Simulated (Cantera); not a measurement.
Input: 1 mol CuO, 4.2 mol C, 0.21 mol N2, held at 41.0 Pa.

Method: chemical equilibrium by Gibbs-energy minimisation in Cantera with the NASA 1993 tables (ideal gas, pure condensed phases). Candidate condensed phases: C, Cu, CuO, Cu2O; 27 gas species. Kinetics and transport are ignored.

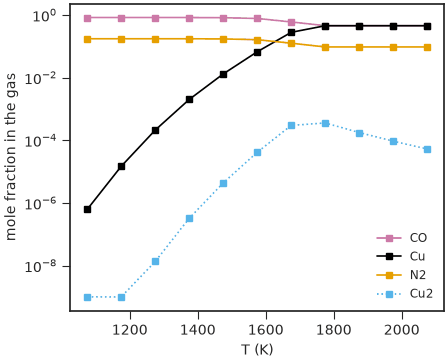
Figure. Equilibrium gas composition (values under 1e-9 drawn at 1e-9)

From 1075 K to 1275 K the condensed part is C(graphite) + Cu(s). From 1375 K to 1675 K the condensed part is C(graphite) + Cu(l). From 1775 K to 2075 K the condensed part is C(graphite). The main Cu-bearing gas is Cu throughout.
